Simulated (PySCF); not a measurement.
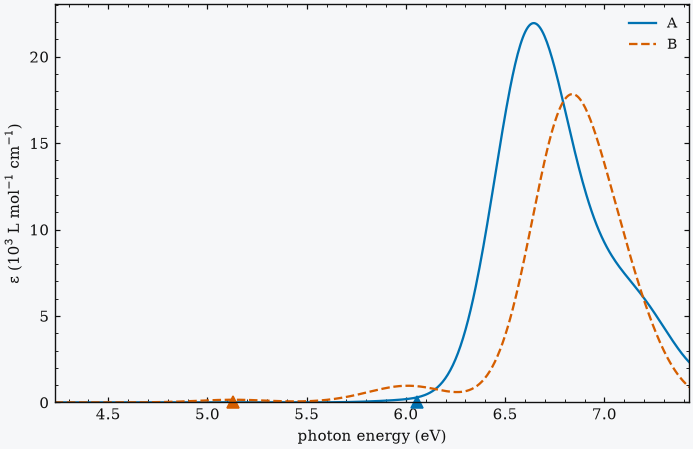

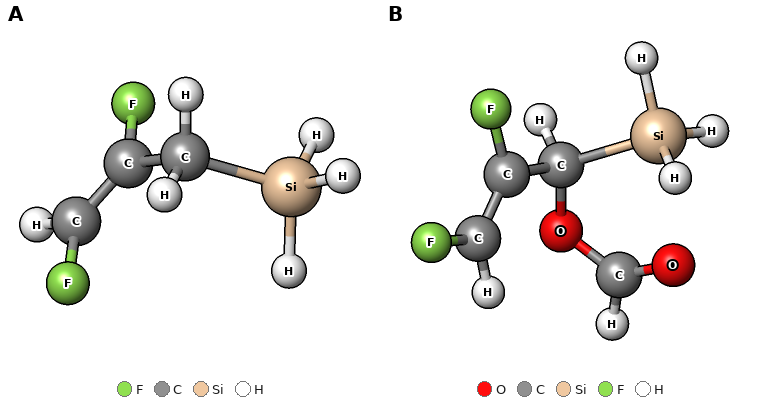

Related molecules: A is C₃H₆F₂Si, SMILES F/C=C(/F)C[SiH3]; B is C₄H₆F₂O₂Si, SMILES O=CO[C@H]([SiH3])/C(F)=C/F. Vertical TDDFT absorption, B3LYP/def2-SVPD in PySCF 2.14.0, at a GFN2-xTB geometry (no frequency check); Gaussians of 1/e half-width 0.25 eV, triangles mark S1, and the range ends where the computed states of one molecule run out.

> How does the lowest singlet move?

A: 6.05 eV (f = 0.002, mainly HOMO → LUMO+1 (93 %)); B: 5.13 eV (f = 0.002, mainly HOMO → LUMO (97 %)). From A to B it shifts 0.92 eV to the red; the leading orbital pair differs.

> And the brightest state of each within the range drawn?

A: S3 at 6.62 eV, f = 0.31; B: S5 at 6.80 eV, f = 0.24.

Limits of at least one run: core orbitals are frozen in the response; one conformer of a flexible molecule; states above the negative HOMO energy depend on the basis; the tight-binding geometry is rougher than a DFT one and adds to the error.
